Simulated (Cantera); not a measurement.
Feed: 1 mol NiS, 17 mol H₂, equilibrated at 3.70 mbar.

Method: chemical equilibrium by Gibbs-energy minimisation in Cantera with the NASA 1993 tables (ideal gas, pure condensed phases). Candidate condensed phases: Ni, NiS, NiS₂, Ni₃S₂, Ni₃S₄, S; 9 gas species. Metal and sulfide melt together well below either melting point, which pure phases cannot show. Mutual solubility and eutectic melting of coexisting phases are not modelled. Gases not in the tables: S₃ to S₇. Kinetics and transport are ignored.

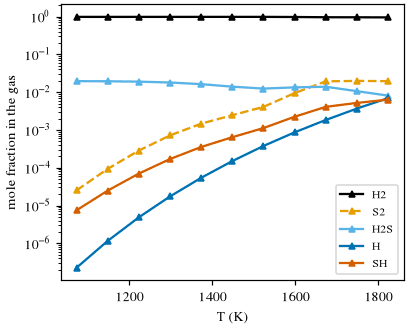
Figure: Equilibrium gas composition (values under 1e-9 drawn at 1e-9)

Problem. Read off the mole fractions at 1673 K.

Solution. H₂ about 0.96, S₂ about 0.019, H₂S about 0.014, SH about 0.0041, H about 0.0018.
